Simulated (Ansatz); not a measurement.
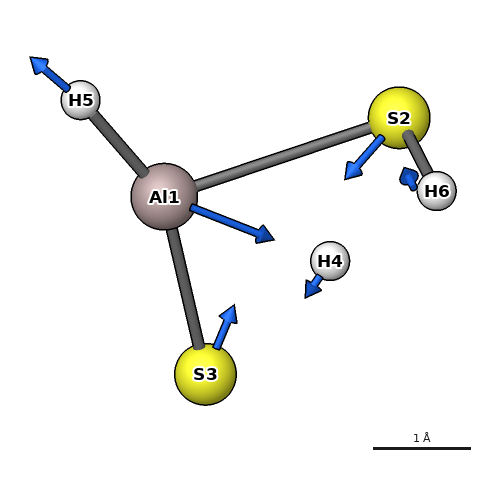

Arrows show the forces on the atoms, 0.4 Å of arrow for 1 eV/Å; forces under a tenth of the largest aren't drawn. Level of theory: PBE0-D4/def2-TZVPP (Ansatz 0.2.0).

Q: On which atom is the force largest, and how large is it?

A: On Al1: 2.50 eV/Å.

Q: Along which bond is the force strongest?

A: Al1–H5, now 1.481 Å: the forces push its atoms apart, so a first step downhill lengthens it.

List the force components in the frame of the picture (x right, y up, z towards the viewer), in eV/Å.

```json
{"atom": "Al1", "Fx": "2.19", "Fy": "−0.86", "Fz": "−0.82"}
{"atom": "S2", "Fx": "−0.99", "Fy": "−1.13", "Fz": "0.71"}
{"atom": "S3", "Fx": "0.49", "Fy": "1.17", "Fz": "0.27"}
{"atom": "H4", "Fx": "−0.41", "Fy": "−0.60", "Fz": "−0.12"}
{"atom": "H5", "Fx": "−1.01", "Fy": "0.87", "Fz": "0.61"}
{"atom": "H6", "Fx": "−0.27", "Fy": "0.56", "Fz": "−0.66"}
```
